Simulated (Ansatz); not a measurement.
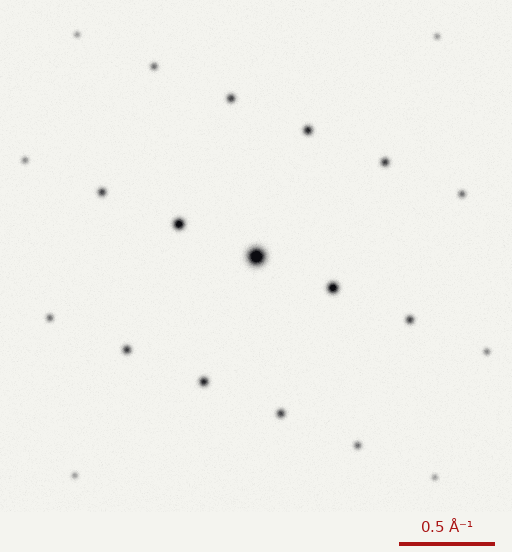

The pattern is a kinematic simulation for 100 kV electrons (no multiple scattering; isotropic B = 1 Å²).

It belongs to Pd, space group Fm-3m (No. 225), a = 3.942 Å. Structure: the input geometry of an electronic-structure calculation (not necessarily at equilibrium).

Question: Determine the zone axis from the geometry of the pattern.

Answer: The spots form a rectangular net whose two shortest vectors correspond to d = 2.28 Å and 1.39 Å, 90.0° apart. They index as -1 1 1 and 0 -2 2, so the zone axis is [211] (or an equivalent direction of <211>).

Question: List the strongest reflections.

Answer: Strongest reflections with d > 0.80 Å, one of each family (|F|² from tabulated Gaussian fits of the electron scattering factors, times a small damping for the curvature of the Ewald sphere):

```json
{"hkl": "1 -1 -1", "d (Å)": "2.276", "I (strongest = 100)": "100"}
{"hkl": "0 2 -2", "d (Å)": "1.394", "I (strongest = 100)": "36"}
{"hkl": "1 1 -3", "d (Å)": "1.189", "I (strongest = 100)": "23"}
{"hkl": "2 -2 -2", "d (Å)": "1.138", "I (strongest = 100)": "20"}
{"hkl": "2 0 -4", "d (Å)": "0.881", "I (strongest = 100)": "7"}
```
